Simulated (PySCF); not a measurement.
**C$_{13}$H$_{22}$O$_{3}$: one change and its effect**

System: C$_{13}$H$_{22}$O$_{3}$.
Method of run A: GIAO PBE0/6-31G* NMR shielding, non-relativistic, gas phase (PySCF 2.14.0).

The geometry comes from this level: GFN2-xTB. Text and figures count atoms from 1; the logs count them from 0 in places.

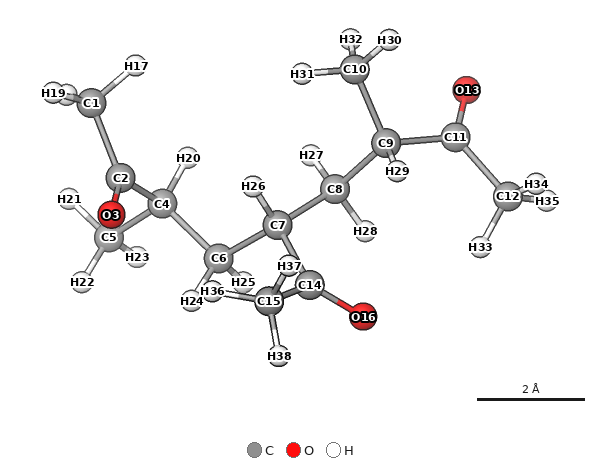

Fig. 1: The structure as given in the input (ball-and-stick view, seen at a tilt; atoms are numbered from 1 in the order of the input).

### Input, run A
```
{"job": {"xc": "PBE0", "basis": "6-31G*", "kind": "nmr", "pop": false}, "charge": 0, "multiplicity": 1}
C     -1.821442     1.452440     3.030203
C     -2.084000     1.288746     1.557173
O     -3.019982     0.661985     1.127131
C     -1.075982     1.979877     0.648109
C     -1.561232     3.415848     0.417178
C     -0.966929     1.236727    -0.684857
C     -0.356365    -0.167516    -0.519229
C      1.170544    -0.110552    -0.490165
C      1.791683    -1.450970    -0.054303
C      1.803970    -1.596050     1.463969
C      3.206357    -1.475196    -0.618926
C      3.301952    -2.046724    -2.007688
O      4.155875    -1.050021    -0.011344
C     -0.840435    -1.013735    -1.690210
C     -2.194315    -1.635034    -1.485003
O     -0.189482    -1.166239    -2.694136
H     -0.960770     0.841517     3.300211
H     -1.583154     2.486141     3.266112
H     -2.681439     1.125344     3.608543
H     -0.104098     2.009979     1.147895
H     -1.628761     3.963060     1.354477
H     -2.543254     3.407820    -0.050542
H     -0.869728     3.940072    -0.237996
H     -1.971676     1.154807    -1.104180
H     -0.356956     1.809916    -1.384570
H     -0.742878    -0.610867     0.402285
H      1.516503     0.672273     0.185813
H      1.511176     0.141520    -1.497204
H      1.220873    -2.266260    -0.507920
H      2.155731    -2.585783     1.746094
H      0.808392    -1.453377     1.878063
H      2.478777    -0.861151     1.896649
H      2.441589    -1.758146    -2.606512
H      3.303169    -3.133281    -1.926255
H      4.225647    -1.734877    -2.487967
H     -2.828279    -1.009104    -0.862823
H     -2.050478    -2.583966    -0.968052
H     -2.670941    -1.838573    -2.440359
```

The first line tells a small driver script what to run in PySCF; the rest is the geometry in Å.

Command:
```bash
OMP_NUM_THREADS=1 python <driver script> task.json out
```

Hardware: 1 CPU thread, shared host.

### Output, shortened to warnings, some set-up lines, iterations and results (run A)
```
coarse grid: 31016 points
[...]
cycle   1  E = -733.2143647605  dE =  2.225e+00  |g| = 1.329e+00  |ddm| = 5.560e+00
cycle   2  E = -732.2712530003  dE =  9.431e-01  |g| = 2.571e+00  |ddm| = 3.680e+00
cycle   3  E = -733.5668552732  dE = -1.296e+00  |g| = 2.857e-01  |ddm| = 2.754e+00
cycle   4  E = -733.5864624125  dE = -1.961e-02  |g| = 7.520e-02  |ddm| = 3.501e-01
cycle   5  E = -733.5877570552  dE = -1.295e-03  |g| = 1.755e-02  |ddm| = 8.523e-02
cycle   6  E = -733.5878248642  dE = -6.781e-05  |g| = 5.635e-03  |ddm| = 2.061e-02
cycle   7  E = -733.5878311018  dE = -6.238e-06  |g| = 2.218e-03  |ddm| = 7.333e-03
cycle   8  E = -733.4492924353  dE = -9.997e-05  |g| = 1.992e-02  |ddm| = 6.208e-02
cycle   9  E = -733.4491173804  dE =  1.751e-04  |g| = 3.572e-02  |ddm| = 4.602e-02
cycle  10  E = -733.4493788792  dE = -2.615e-04  |g| = 4.413e-03  |ddm| = 3.116e-02
cycle  11  E = -733.4493830555  dE = -4.176e-06  |g| = 2.880e-04  |ddm| = 3.853e-03
cycle  12  E = -733.4493830721  dE = -1.655e-08  |g| = 1.454e-04  |ddm| = 5.058e-04
cycle  13  E = -733.4493830773  dE = -5.213e-09  |g| = 3.228e-05  |ddm| = 1.936e-04
cycle  14  E = -733.4493830775  dE = -2.171e-10  |g| = 1.560e-05  |ddm| = 4.490e-05
converged SCF energy = -733.4493830775

GIAO shielding tensors (ppm)
atom      isotropic    diamagn.    paramagn.     s11        s22        s33       span
  0 C      166.634     255.466     -88.832    145.412    155.287    199.202     53.789
  1 C       -6.853     247.743    -254.596    -78.894    -56.206    114.542    193.436
  2 O     -250.812     402.631    -653.443   -792.076   -339.095    378.736   1170.812
  3 C      150.458     252.755    -102.298    131.474    146.577    173.321     41.848
  4 C      175.886     246.630     -70.744    163.548    168.093    196.016     32.467
  5 C      161.092     249.800     -88.708    145.342    157.238    180.696     35.354
  6 C      145.654     253.470    -107.816    126.218    147.181    163.563     37.345
  7 C      162.440     252.128     -89.688    147.267    157.163    182.889     35.622
  8 C      151.247     248.034     -96.786    135.561    149.097    169.084     33.523
  9 C      180.905     252.240     -71.335    170.917    177.722    194.076     23.159
 10 C       -3.403     247.919    -251.321    -75.859    -47.259    112.910    188.770
 11 C      168.550     254.205     -85.656    149.449    156.905    199.295     49.847
 12 O     -243.711     396.478    -640.189   -775.585   -341.145    385.598   1161.183
 13 C       -5.047     249.556    -254.603    -75.869    -51.667    112.396    188.265
 14 C      168.213     256.626     -88.412    149.531    156.128    198.980     49.449
 15 O     -241.402     400.165    -641.568   -771.499   -336.030    383.322   1154.821
 16 H       30.419      32.601      -2.182     27.050     30.900     33.309      6.259
 17 H       29.884      30.848      -0.964     26.149     30.731     32.772      6.623
 18 H       30.525      29.139       1.386     27.105     28.483     35.986      8.882
 19 H       29.532      36.746      -7.215     25.221     31.231     32.142      6.921
 20 H       31.084      29.812       1.272     26.230     29.754     37.269     11.039
 21 H       31.479      29.710       1.769     27.284     30.162     36.990      9.706
 22 H       31.244      30.043       1.201     26.900     29.597     37.234     10.335
 23 H       30.152      35.593      -5.441     26.711     30.380     33.364      6.654
 24 H       31.512      35.609      -4.097     26.526     32.730     35.280      8.755
 25 H       30.067      39.535      -9.468     27.871     29.720     32.611      4.741
 26 H       31.543      37.935      -6.392     26.773     32.981     34.875      8.102
 27 H       30.159      37.530      -7.370     26.666     30.155     33.657      6.991
 28 H       30.273      35.807      -5.534     27.805     29.914     33.099      5.294
[...]
```

The input of run B differs as follows (lines with − go, lines with + come):
```diff
-"xc": "PBE0"
+"xc": "BHandHLYP"
```

What does this change do to the results?

The total energies belong to different methods, so their difference says nothing on which is more stable or more accurate. The HOMO goes from −6.68 to −8.22 eV. The LUMO goes from −0.52 to 0.77 eV. The dipole moment goes from 3.07 to 3.20 D. Of all shieldings, the largest change is that of C14, by −1.8 ppm. The functional changes from PBE0 to BHandHLYP. The SCF takes 13 iterations against 14.

### Output, shortened to warnings, some set-up lines, iterations and results (run B)
```
coarse grid: 31016 points
[...]
cycle   1  E = -733.5793931804  dE =  2.750e+00  |g| = 1.298e+00  |ddm| = 5.485e+00
cycle   2  E = -733.2272148345  dE =  3.522e-01  |g| = 1.950e+00  |ddm| = 2.729e+00
cycle   3  E = -733.9413444582  dE = -7.141e-01  |g| = 1.281e-01  |ddm| = 1.814e+00
cycle   4  E = -733.9451625983  dE = -3.818e-03  |g| = 6.250e-02  |ddm| = 1.871e-01
cycle   5  E = -733.9461908766  dE = -1.028e-03  |g| = 9.576e-03  |ddm| = 7.583e-02
cycle   6  E = -733.9462159837  dE = -2.511e-05  |g| = 4.513e-03  |ddm| = 1.487e-02
cycle   7  E = -733.9462214478  dE = -5.464e-06  |g| = 1.670e-03  |ddm| = 8.299e-03
cycle   8  E = -733.8646666360  dE = -4.610e-05  |g| = 5.583e-03  |ddm| = 3.150e-02
cycle   9  E = -733.8646677674  dE = -1.131e-06  |g| = 5.661e-03  |ddm| = 1.041e-02
cycle  10  E = -733.8646747287  dE = -6.961e-06  |g| = 1.183e-03  |ddm| = 5.181e-03
cycle  11  E = -733.8646749970  dE = -2.683e-07  |g| = 2.157e-04  |ddm| = 1.033e-03
cycle  12  E = -733.8646750084  dE = -1.139e-08  |g| = 5.148e-05  |ddm| = 3.095e-04
cycle  13  E = -733.8646750092  dE = -8.458e-10  |g| = 1.836e-05  |ddm| = 8.974e-05
converged SCF energy = -733.8646750092

GIAO shielding tensors (ppm)
atom      isotropic    diamagn.    paramagn.     s11        s22        s33       span
  0 C      167.127     253.989     -86.862    146.834    155.731    198.817     51.983
  1 C       -8.394     247.442    -255.835    -85.419    -58.261    118.499    203.918
  2 O     -249.614     403.900    -653.514   -780.000   -354.622    385.780   1165.780
  3 C      151.874     251.844     -99.970    133.916    147.958    173.748     39.832
  4 C      176.381     245.726     -69.344    164.852    168.697    195.594     30.742
  5 C      162.144     249.379     -87.236    146.834    158.648    180.949     34.115
  6 C      147.367     252.922    -105.554    129.156    148.747    164.198     35.042
  7 C      163.392     251.676     -88.284    148.761    158.345    183.069     34.308
  8 C      152.526     247.675     -95.149    137.817    149.868    169.894     32.076
  9 C      180.791     251.338     -70.547    171.473    177.507    193.394     21.921
 10 C       -5.051     247.942    -252.993    -82.577    -49.481    116.906    199.483
 11 C      168.949     252.824     -83.876    150.136    157.760    198.950     48.813
 12 O     -243.193     397.858    -641.051   -764.893   -356.950    392.265   1157.158
 13 C       -6.888     249.547    -256.435    -82.845    -54.208    116.388    199.233
 14 C      168.745     255.317     -86.572    150.696    156.807    198.732     48.037
 15 O     -240.367     401.593    -641.960   -759.687   -351.602    390.187   1149.875
 16 H       30.657      32.703      -2.046     27.330     31.063     33.577      6.247
 17 H       30.172      30.834      -0.662     26.453     30.999     33.064      6.611
 18 H       30.675      29.038       1.637     27.123     28.755     36.148      9.025
 19 H       29.906      37.020      -7.115     25.608     31.647     32.462      6.854
 20 H       31.298      29.869       1.429     26.438     29.972     37.484     11.046
 21 H       31.651      29.720       1.931     27.443     30.352     37.157      9.714
 22 H       31.432      30.159       1.273     27.063     29.812     37.420     10.356
 23 H       30.409      35.853      -5.444     26.934     30.648     33.646      6.712
 24 H       31.728      35.881      -4.154     26.738     32.939     35.505      8.767
 25 H       30.465      39.989      -9.525     28.248     30.147     33.000      4.752
 26 H       31.767      38.307      -6.541     26.979     33.243     35.078      8.099
 27 H       30.411      37.827      -7.416     26.896     30.386     33.950      7.054
 28 H       30.629      36.159      -5.530     28.166     30.294     33.427      5.261
[...]
```

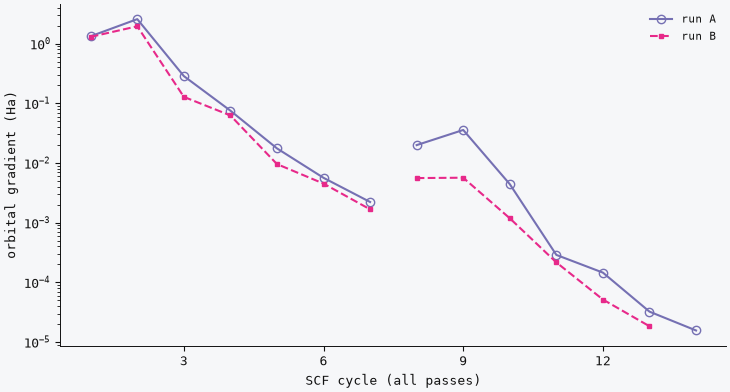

Fig. 2: Convergence of the two runs: orbital gradient against the SCF cycle. A break in a curve parts two SCF passes (coarse and final grid). Run A takes 14 cycles in all, and run B takes 13.

### The two runs side by side

| quantity | run A | run B |
| --- | --- | --- |
| outcome | converged | converged |
| total energy (hartree) | −733.449383 | −733.864675 |
| HOMO (eV) | −6.68 | −8.22 |
| LUMO (eV) | −0.52 | 0.77 |
| dipole moment (D) | 3.07 | 3.20 |
| shielding of C2 (ppm) | −6.9 | −8.4 |
| shielding of O3 (ppm) | −250.8 | −249.6 |
| shielding of C4 (ppm) | 150.5 | 151.9 |
| shielding of C7 (ppm) | 145.7 | 147.4 |
| shielding of C9 (ppm) | 151.2 | 152.5 |
| shielding of C11 (ppm) | −3.4 | −5.1 |
| shielding of C14 (ppm) | −5.0 | −6.9 |
| SCF iterations | 14 | 13 |
| basis functions | 268 | 268 |
| wall time (shared host) | 1.9 min | 2 min |
